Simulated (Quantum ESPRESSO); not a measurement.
**Collinear magnetic orders of AlNi3 with Quantum ESPRESSO**

Aim: find out which collinear order of AlNi3 costs least.

Program: Quantum ESPRESSO 7.5. Level of theory: PBE; plane waves with GBRV 1.5 PBE potentials, no spin-orbit coupling. Results are calculated unless marked as measured.

## (1) The starting structure

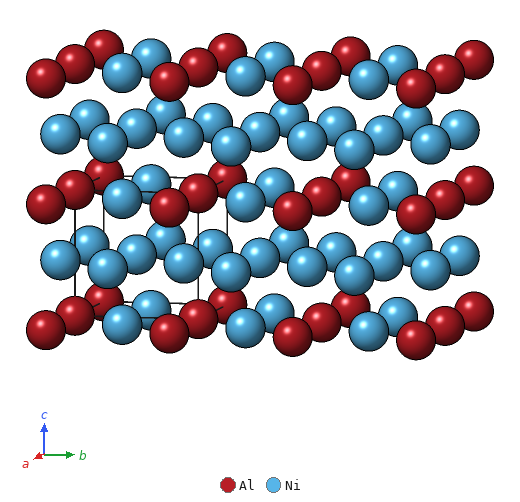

The starting structure, seen slightly off an axis (aluminium red, nickel blue). 2×3×2 cells are drawn. Some periodic images of atoms are drawn too.

The cell comes from Materials Project 2023-11-01, a database of computed structures, and need not be the stable phase.

## (2) Run 1, typed as ferro +++

The signs are those of the starting moments on the seeded atoms, the atoms that are given a moment.

File pw.in:

```
&CONTROL
  calculation = 'scf'
  prefix = 'pwscf'
  outdir = './tmp'
  pseudo_dir = './pseudo'
  disk_io = 'nowf'
/
&SYSTEM
  ibrav = 0
  celldm(1) = 8
  nat = 4
  ntyp = 2
  ecutwfc = 40
  ecutrho = 280
  nbnd = 39
  occupations = 'smearing'
  smearing = 'fd'
  degauss = 0.00367493
  nspin = 2
  starting_magnetization(1) = 0
  starting_magnetization(2) = 0.0556
/
&ELECTRONS
  conv_thr = 8d-09
  electron_maxstep = 150
  mixing_beta = 0.3
/
ATOMIC_SPECIES
Al     26.9815 al_pbe_v1.uspp.F.UPF
Ni     58.6934 ni_pbe_v1.4.uspp.F.UPF
CELL_PARAMETERS alat
   0.8322010694414    0.0000000000000    0.0000000000000
   0.0000000000000    0.8322010694414    0.0000000000000
   0.0000000000000    0.0000000000000    0.8322010694414
ATOMIC_POSITIONS crystal
Al      0.0000000000    0.0000000000    0.0000000000
Ni      0.0000000000    0.5000000000    0.5000000000
Ni      0.5000000000    0.0000000000    0.5000000000
Ni      0.5000000000    0.5000000000    0.0000000000
K_POINTS automatic
10 10 10 0 0 0
```

On the command line:

```sh
$ OMP_NUM_THREADS=1 mpirun -n 4 pw.x -nk 4 -in pw.in > pw.out
```

The program printed:

```text
Program PWSCF v.7.5 starts

     Message from routine setup:
     using ibrav=0 with symmetry is DISCOURAGED, use correct ibrav instead

     K-points division:     npool     =       4
     Subspace diagonalization in iterative solution of the eigenvalue problem:

     G-vector sticks info
     --------------------
     sticks:   dense  smooth     PW     G-vecs:    dense   smooth      PW
     Sum         989     561    177                23439    10059    1839

     Using Slab Decomposition

     bravais-lattice index     =            0
     lattice parameter (alat)  =       8.0000  a.u.
     unit-cell volume          =     295.0902 (a.u.)^3
     number of atoms/cell      =            4
     number of atomic types    =            2
     number of electrons       =        57.00
     number of Kohn-Sham states=           39
     kinetic-energy cutoff     =      40.0000  Ry
     charge density cutoff     =     280.0000  Ry
     scf convergence threshold =      8.0E-09
     mixing beta               =       0.3000
     number of iterations used =            8  plain     mixing
     Exchange-correlation=  SLA  PW   PBX  PBC
                           (   1   4   3   4   0   0   0)

     celldm(1)=   8.000000  celldm(2)=   0.000000  celldm(3)=   0.000000
     celldm(4)=   0.000000  celldm(5)=   0.000000  celldm(6)=   0.000000

     crystal axes: (cart. coord. in units of alat)
               a(1) = (   0.832201   0.000000   0.000000 )
               a(2) = (   0.000000   0.832201   0.000000 )
               a(3) = (   0.000000   0.000000   0.832201 )

     reciprocal axes: (cart. coord. in units 2 pi/alat)
               b(1) = (  1.201633  0.000000  0.000000 )
               b(2) = (  0.000000  1.201633  0.000000 )
               b(3) = (  0.000000  0.000000  1.201633 )

     PseudoPot. # 1 for Al read from file:
     al_pbe_v1.uspp.F.UPF
     Pseudo is Ultrasoft + core correction, Zval =  3.0
     Generated by new atomic code, or converted to UPF format
     Using radial grid of  893 points,  3 beta functions with:
                l(1) =   0
                l(2) =   1
                l(3) =   2
     Q(r) pseudized with  8 coefficients,  rinner =    0.900   0.900   0.900
                                                       0.900   0.900

     PseudoPot. # 2 for Ni read from file:
     ni_pbe_v1.4.uspp.F.UPF
     Pseudo is Ultrasoft + core correction, Zval = 18.0
     Generated by new atomic code, or converted to UPF format
     Using radial grid of  865 points,  6 beta functions with:
                l(1) =   0
                l(2) =   0
                l(3) =   1
                l(4) =   1
                l(5) =   2
                l(6) =   2
     Q(r) pseudized with 10 coefficients,  rinner =    0.980   0.980   0.980
                                                       0.980   0.980

     atomic species   valence    mass     pseudopotential
     Al                3.00    26.98150     Al( 1.00)
     Ni               18.00    58.69340     Ni( 1.00)

     Starting magnetic structure
     atomic species   magnetization
     Al              0.000
     Ni              0.056

     48 Sym. Ops., with inversion, found

   Cartesian axes

     site n.     atom                  positions (alat units)
         1        Al     tau(   1) = (   0.0000000   0.0000000   0.0000000  )
         2        Ni     tau(   2) = (   0.0000000   0.4161005   0.4161005  )
         3        Ni     tau(   3) = (   0.4161005   0.0000000   0.4161005  )
         4        Ni     tau(   4) = (   0.4161005   0.4161005   0.0000000  )

     number of k points=    56  Fermi-Dirac smearing, width (Ry)=  0.0037
                       cart. coord. in units 2pi/alat
        k(    1) = (   0.0000000   0.0000000   0.0000000), wk =   0.0010000
        k(    2) = (   0.0000000   0.0000000   0.1201633), wk =   0.0060000
        k(    3) = (   0.0000000   0.0000000   0.2403265), wk =   0.0060000
        k(    4) = (   0.0000000   0.0000000   0.3604898), wk =   0.0060000
        k(    5) = (   0.0000000   0.0000000   0.4806531), wk =   0.0060000
        [... 51 further k-points ...]

     Dense  grid:    23439 G-vectors     FFT dimensions: (  36,  36,  36)

     Smooth grid:    10059 G-vectors     FFT dimensions: (  27,  27,  27)

     Check: negative core charge=   -0.000014
     Generating pointlists ...
     new r_m :   0.2427 (alat units)  1.9419 (a.u.) for type    1
     new r_m :   0.2427 (alat units)  1.9419 (a.u.) for type    2

     Initial potential from superposition of free atoms

     starting charge      50.9975, renormalised to      57.0000
     Starting wfcs are   43 randomized atomic wfcs

     Self-consistent Calculation

     iteration #  1     ecut=    40.00 Ry     beta= 0.30
     Davidson diagonalization with overlap
     ethr =  1.00E-02,  avg # of iterations =  5.9

     total energy              =   -1000.87500677 Ry
     estimated scf accuracy    <     137.73236195 Ry

     total magnetization       =     0.35 Bohr mag/cell
     absolute magnetization    =     0.42 Bohr mag/cell

     iteration #  2     ecut=    40.00 Ry     beta= 0.30
     Davidson diagonalization with overlap
     ethr =  1.00E-02,  avg # of iterations =  3.1

     total energy              =   -1034.76860664 Ry
     estimated scf accuracy    <      22.74265086 Ry

     total magnetization       =     0.06 Bohr mag/cell
     absolute magnetization    =     0.16 Bohr mag/cell

     iteration #  3     ecut=    40.00 Ry     beta= 0.30
     Davidson diagonalization with overlap
     ethr =  1.00E-02,  avg # of iterations =  2.0

     total energy              =   -1036.95397643 Ry
     estimated scf accuracy    <       1.18507091 Ry

     total magnetization       =     0.57 Bohr mag/cell
     absolute magnetization    =     0.75 Bohr mag/cell

     [... further iterations left out ...]

     iteration # 14     ecut=    40.00 Ry     beta= 0.30
     Davidson diagonalization with overlap
     ethr =  1.94E-09,  avg # of iterations =  1.2

     total energy              =   -1036.66097689 Ry
     estimated scf accuracy    <       0.00000031 Ry

     total magnetization       =     0.69 Bohr mag/cell
     absolute magnetization    =     0.87 Bohr mag/cell

     iteration # 15     ecut=    40.00 Ry     beta= 0.30
     Davidson diagonalization with overlap
     ethr =  5.39E-10,  avg # of iterations =  2.1

     total energy              =   -1036.66097712 Ry
     estimated scf accuracy    <       0.00000001 Ry

     total magnetization       =     0.69 Bohr mag/cell
     absolute magnetization    =     0.87 Bohr mag/cell

     iteration # 16     ecut=    40.00 Ry     beta= 0.30
     Davidson diagonalization with overlap
     ethr =  2.60E-11,  avg # of iterations =  2.5

     total energy              =   -1036.66097715 Ry
     estimated scf accuracy    <       0.00000007 Ry

     total magnetization       =     0.69 Bohr mag/cell
     absolute magnetization    =     0.87 Bohr mag/cell

     iteration # 17     ecut=    40.00 Ry     beta= 0.30
     Davidson diagonalization with overlap
     ethr =  2.60E-11,  avg # of iterations =  2.0

     Magnetic moment per site  (integrated on atomic sphere of radius R)
     atom   1 (R=0.243)  charge=  1.2931  magn= -0.0167
     atom   2 (R=0.243)  charge= 16.7990  magn=  0.2557
     atom   3 (R=0.243)  charge= 16.7990  magn=  0.2557
     atom   4 (R=0.243)  charge= 16.7990  magn=  0.2557

     End of self-consistent calculation

     Number of k-points >= 100: set verbosity='high' to print the bands.

     the Fermi energy is    16.2311 ev

!    total energy              =   -1036.66097716 Ry
     estimated scf accuracy    <          7.2E-11 Ry
     smearing contrib. (-TS)   =      -0.00211854 Ry
     internal energy E=F+TS    =   -1036.65885863 Ry

     The total energy is F=E-TS. E is the sum of the following terms:
     one-electron contribution =    -686.73673649 Ry
     hartree contribution      =     377.84188459 Ry
     xc contribution           =    -111.24418182 Ry
     ewald contribution        =    -616.51982490 Ry

     total magnetization       =     0.69 Bohr mag/cell
     absolute magnetization    =     0.87 Bohr mag/cell

     convergence has been achieved in  17 iterations

=------------------------------------------------------------------------------=
   JOB DONE.
=------------------------------------------------------------------------------=
```

The job ended after 28 s (4 MPI ranks of Intel Xeon Platinum 8559C (Emerald Rapids), shared host; peak memory 0.41 GiB; 1.9 min of CPU time).

Spin moment in the atom's sphere by atom:

| atom | spin moment in the atom's sphere (μB) |
| --- | --- |
| Al1 | -0.017 |
| Ni2 | 0.256 |
| Ni3 | 0.256 |
| Ni4 | 0.256 |

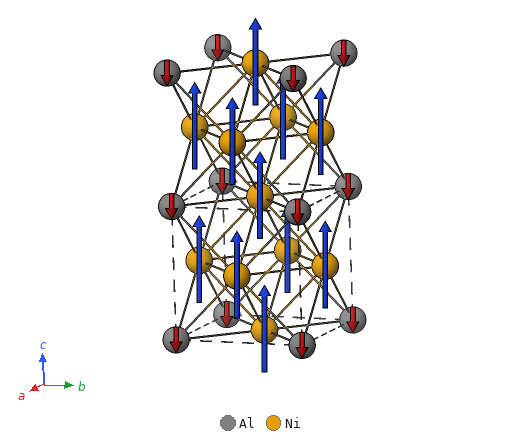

Spin moment in the atom's sphere as arrows, the longest 0.256 μB. Up and down stand for the sign. Arrows give size and sign along the axis of quantisation, drawn up and down the page. Each arrow also spans its atom, so small moments look longer than they are. The two directions have two colours. 1×1×2 cells are drawn. Some periodic images of atoms are drawn too.

Numbers from this step:

```yaml
smearing_term_ts: 0.02882 eV
magnetization: 0.688 μB
absolute_magnetization: 0.866 μB
final_state: ferromagnetic
```

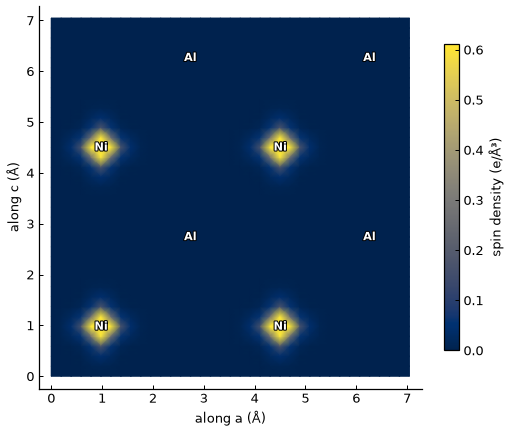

Spin density in the ac plane at fractional y = 0.000, with atoms of Al and Ni within 0.2 Å of it. The map starts off the cell's origin, so that atoms lie inside it.

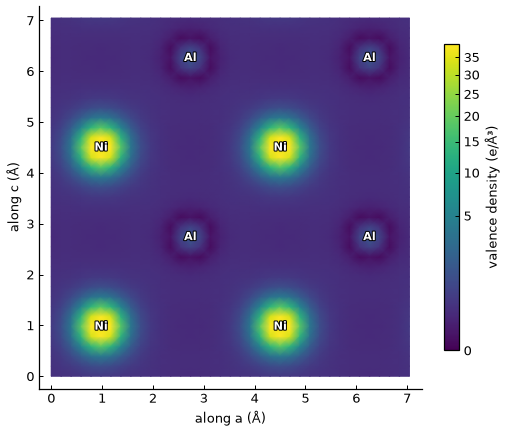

Valence density in the ac plane at fractional y = 0.000, with atoms of Al and Ni within 0.2 Å of it. It is the smooth field of the valence electrons, not physical close to the nuclei. The map starts off the cell's origin, so that atoms lie inside it. The colour scale is stretched toward low values.

## (3) Run 2 (antiferro q=(1/2,1/2,1/2) +−+−+−)

This order needs a doubled cell of 8 atoms. The wavevector q is in fractions of the reciprocal vectors of the crystal's primitive cell, as the cells of these inputs are built from it; moments change sign between cells as cos(2π q·R).

File pw.in:

```
&CONTROL
  calculation = 'scf'
  prefix = 'pwscf'
  outdir = './tmp'
  pseudo_dir = './pseudo'
  disk_io = 'nowf'
/
&SYSTEM
  ibrav = 0
  celldm(1) = 8
  nat = 8
  ntyp = 3
  ecutwfc = 40
  ecutrho = 280
  nbnd = 71
  occupations = 'smearing'
  smearing = 'fd'
  degauss = 0.00367493
  nspin = 2
  starting_magnetization(1) = 0
  starting_magnetization(2) = 0.0556
  starting_magnetization(3) = -0.0556
/
&ELECTRONS
  conv_thr = 1.6d-08
  electron_maxstep = 150
  mixing_beta = 0.3
/
ATOMIC_SPECIES
Al     26.9815 al_pbe_v1.uspp.F.UPF
Ni1    58.6934 ni_pbe_v1.4.uspp.F.UPF
Ni2    58.6934 ni_pbe_v1.4.uspp.F.UPF
CELL_PARAMETERS alat
   1.6644021388828    0.0000000000000    0.0000000000000
   0.8322010694414    0.8322010694414    0.0000000000000
   0.8322010694414    0.0000000000000    0.8322010694414
ATOMIC_POSITIONS crystal
Al      0.0000000000    0.0000000000    0.0000000000
Al      0.5000000000    0.0000000000    0.0000000000
Ni1     0.5000000000    0.5000000000    0.5000000000
Ni2     0.0000000000    0.5000000000    0.5000000000
Ni1     0.0000000000    0.0000000000    0.5000000000
Ni2     0.5000000000    0.0000000000    0.5000000000
Ni1     0.0000000000    0.5000000000    0.0000000000
Ni2     0.5000000000    0.5000000000    0.0000000000
K_POINTS automatic
5 10 10 0 0 0
```

The program printed:

```text
[banner, memory and clock lines left out]
Program PWSCF v.7.5 starts

     Message from routine setup:
     using ibrav=0 with symmetry is DISCOURAGED, use correct ibrav instead

     bravais-lattice index     =            0
     lattice parameter (alat)  =       8.0000  a.u.
     unit-cell volume          =     590.1804 (a.u.)^3
     number of atoms/cell      =            8
     number of atomic types    =            3
     number of electrons       =       114.00
     number of Kohn-Sham states=           71
     kinetic-energy cutoff     =      40.0000  Ry
     charge density cutoff     =     280.0000  Ry
     scf convergence threshold =      1.6E-08
     mixing beta               =       0.3000
     number of iterations used =            8  plain     mixing
     Exchange-correlation=  SLA  PW   PBX  PBC
                           (   1   4   3   4   0   0   0)

     celldm(1)=   8.000000  celldm(2)=   0.000000  celldm(3)=   0.000000
     celldm(4)=   0.000000  celldm(5)=   0.000000  celldm(6)=   0.000000

     crystal axes: (cart. coord. in units of alat)
               a(1) = (   1.664402   0.000000   0.000000 )
               a(2) = (   0.832201   0.832201   0.000000 )
               a(3) = (   0.832201   0.000000   0.832201 )

     reciprocal axes: (cart. coord. in units 2 pi/alat)
               b(1) = (  0.600816 -0.600816 -0.600816 )
               b(2) = (  0.000000  1.201633  0.000000 )
               b(3) = (  0.000000  0.000000  1.201633 )

     PseudoPot. # 1 for Al read from file:
     al_pbe_v1.uspp.F.UPF
     Pseudo is Ultrasoft + core correction, Zval =  3.0

     PseudoPot. # 2 for Ni read from file:
     ni_pbe_v1.4.uspp.F.UPF
     Pseudo is Ultrasoft + core correction, Zval = 18.0

     PseudoPot. # 3 for Ni read from file:
     ni_pbe_v1.4.uspp.F.UPF
     Pseudo is Ultrasoft + core correction, Zval = 18.0

     atomic species   valence    mass     pseudopotential
     Al                3.00    26.98150     Al( 1.00)
     Ni1              18.00    58.69340     Ni( 1.00)
     Ni2              18.00    58.69340     Ni( 1.00)

     Starting magnetic structure
     atomic species   magnetization
     Al              0.000
     Ni1             0.056
     Ni2            -0.056

     12 Sym. Ops., with inversion, found

   Cartesian axes

     site n.     atom                  positions (alat units)
         1        Al     tau(   1) = (   0.0000000   0.0000000   0.0000000  )
         2        Al     tau(   2) = (   0.8322011   0.0000000   0.0000000  )
         3        Ni1    tau(   3) = (   1.6644021   0.4161005   0.4161005  )
         4        Ni2    tau(   4) = (   0.8322011   0.4161005   0.4161005  )
         5        Ni1    tau(   5) = (   0.4161005   0.0000000   0.4161005  )
         6        Ni2    tau(   6) = (   1.2483016   0.0000000   0.4161005  )
         7        Ni1    tau(   7) = (   0.4161005   0.4161005   0.0000000  )
         8        Ni2    tau(   8) = (   1.2483016   0.4161005   0.0000000  )

     number of k points=    58  Fermi-Dirac smearing, width (Ry)=  0.0037
                       cart. coord. in units 2pi/alat
        k(    1) = (   0.0000000   0.0000000   0.0000000), wk =   0.0020000
        k(    2) = (   0.0000000   0.0000000   0.1201633), wk =   0.0120000
        k(    3) = (   0.0000000   0.0000000   0.2403265), wk =   0.0120000
        k(    4) = (   0.0000000   0.0000000   0.3604898), wk =   0.0120000
        k(    5) = (   0.0000000   0.0000000   0.4806531), wk =   0.0120000
        [... 53 further k-points ...]

     Dense  grid:    46679 G-vectors     FFT dimensions: (  72,  54,  54)

     Smooth grid:    20107 G-vectors     FFT dimensions: (  54,  40,  40)

     Check: negative core charge=   -0.000013
     Generating pointlists ...
     new r_m :   0.2427 (alat units)  1.9419 (a.u.) for type    1
     new r_m :   0.2427 (alat units)  1.9419 (a.u.) for type    2
     new r_m :   0.2427 (alat units)  1.9419 (a.u.) for type    3

     Initial potential from superposition of free atoms

     starting charge     101.9951, renormalised to     114.0000
     Starting wfcs are   86 randomized atomic wfcs

     Self-consistent Calculation

     iteration #  1     ecut=    40.00 Ry     beta= 0.30
     Davidson diagonalization with overlap
     ethr =  1.00E-02,  avg # of iterations =  6.9

     total energy              =   -2001.67208581 Ry
     estimated scf accuracy    <     275.63483092 Ry

     total magnetization       =    -0.00 Bohr mag/cell
     absolute magnetization    =     1.17 Bohr mag/cell

     iteration #  2     ecut=    40.00 Ry     beta= 0.30
     Davidson diagonalization with overlap
     ethr =  1.00E-02,  avg # of iterations =  4.3

     total energy              =   -2069.54040005 Ry
     estimated scf accuracy    <      45.48136722 Ry

     total magnetization       =    -0.00 Bohr mag/cell
     absolute magnetization    =     0.33 Bohr mag/cell

     [... further iterations left out ...]

     iteration # 22     ecut=    40.00 Ry     beta= 0.30
     Davidson diagonalization with overlap
     ethr =  7.29E-10,  avg # of iterations =  1.5

     total energy              =   -2073.32077774 Ry
     estimated scf accuracy    <       0.00000006 Ry

     total magnetization       =    -0.00 Bohr mag/cell
     absolute magnetization    =     0.00 Bohr mag/cell

     iteration # 23     ecut=    40.00 Ry     beta= 0.30
     Davidson diagonalization with overlap
     ethr =  5.54E-11,  avg # of iterations =  2.2

     Magnetic moment per site  (integrated on atomic sphere of radius R)
     atom   1 (R=0.243)  charge=  1.2917  magn= -0.0000
     atom   2 (R=0.243)  charge=  1.2917  magn=  0.0000
     atom   3 (R=0.243)  charge= 16.7991  magn=  0.0002
     atom   4 (R=0.243)  charge= 16.7991  magn= -0.0000
     atom   5 (R=0.243)  charge= 16.7991  magn=  0.0002
     atom   6 (R=0.243)  charge= 16.7991  magn= -0.0000
     atom   7 (R=0.243)  charge= 16.7991  magn=  0.0002
     atom   8 (R=0.243)  charge= 16.7991  magn= -0.0000

     End of self-consistent calculation

     Number of k-points >= 100: set verbosity='high' to print the bands.

     the Fermi energy is    16.1933 ev

!    total energy              =   -2073.32077786 Ry
     estimated scf accuracy    <          8.2E-09 Ry
     smearing contrib. (-TS)   =      -0.00618943 Ry
     internal energy E=F+TS    =   -2073.31458844 Ry

     The total energy is F=E-TS. E is the sum of the following terms:
     one-electron contribution =   -1373.52432855 Ry
     hartree contribution      =     755.72886354 Ry
     xc contribution           =    -222.47947361 Ry
     ewald contribution        =   -1233.03964981 Ry

     total magnetization       =     0.00 Bohr mag/cell
     absolute magnetization    =     0.00 Bohr mag/cell

     convergence has been achieved in  23 iterations
```

Wall time 3.3 min (4 MPI ranks); peak memory 0.88 GiB.

Spin moment in the atom's sphere by atom:

| atom | spin moment in the atom's sphere (μB) |
| --- | --- |
| Al1 | 0.0000 |
| Al2 | 0.0000 |
| Ni3 | 0.0002 |
| Ni4 | 0.0000 |
| Ni5 | 0.0002 |
| Ni6 | 0.0000 |
| Ni7 | 0.0002 |
| Ni8 | 0.0000 |

This step gave:

* smearing term TS: 0.08421 eV
* magnetization: 0 μB
* absolute magnetization: 0 μB
* final state: non-magnetic

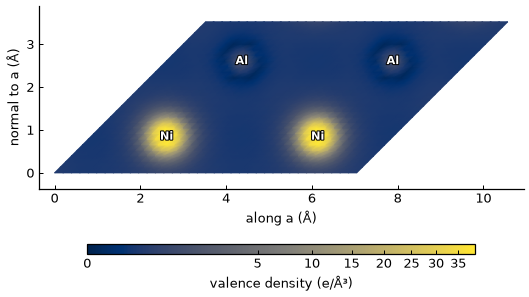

Valence density in the ac plane at fractional y = 0.000, with atoms of Al and Ni within 0.2 Å of it. It is the smooth field of the valence electrons, not physical close to the nuclei. The map starts off the cell's origin, so that atoms lie inside it. The colour scale is stretched toward low values.

(Part 1 of 2 ends here.)

[Logs and program files are shortened in this print: banners, set-up blocks, solver, clock and traceback lines can be left out without a mark of their own.]

[Logs are printed without paths, hosts, clocks, repeated set-up lines and the standing remarks that a program may print on its own settings, such as how far it seeks lower states.]

[Hosts, paths, dates, database ids (printed as entryN), source tags and the programs' standing remarks are cut or masked in the printed files.]

[Where a cell is said to come from a database of computed structures, the database is the Materials Project.]
